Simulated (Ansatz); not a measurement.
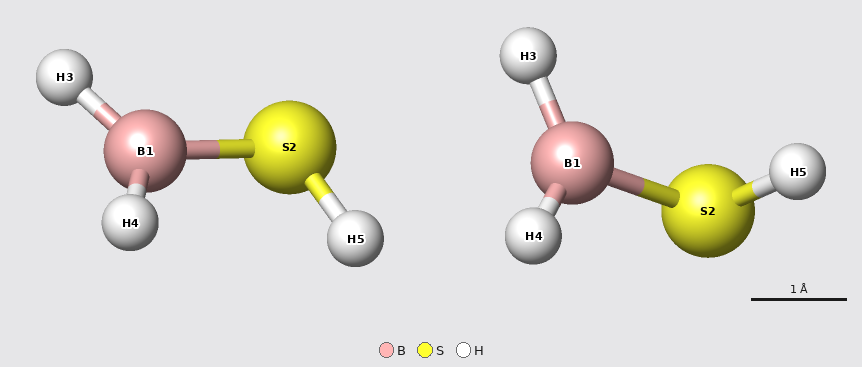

Two geometries of BH3S (coarse preliminary run), drawn at one scale. One is the start of a relaxation, the other its converged end. A ball-and-stick model, seen at a tilt.

Level of theory: Ansatz 0.2.0, RKS PBE-D4/def2-SVP. Set-up: force threshold 0.03 eV/Å; at most 200 steps.

Question: Which one is relaxed?

Answer: The left one is the relaxed one. The start comes from a force field. Over 8 geometry steps the energy falls by 25.1 kcal/mol. Largest force component: 2.3 eV/Å at the start, 0.012 eV/Å at the end. The largest move after the best rigid fit is that of H5, 0.72 Å. Largest moves by element: H 0.72 Å, S 0.71 Å, B 0.14 Å. Near-neighbour distances that change, for instance: B1–S2 1.903 → 1.776 Å, B1–H4 1.147 → 1.211 Å, S2–H5 1.398 → 1.365 Å, B1–H3 1.233 → 1.213 Å. Among the angles between lasting bonds that change: B1–S2–H5 91.1° → 99.2°, S2–B1–H4 119.0° → 121.8°. Groups turn about B1–S2 by about 85°.
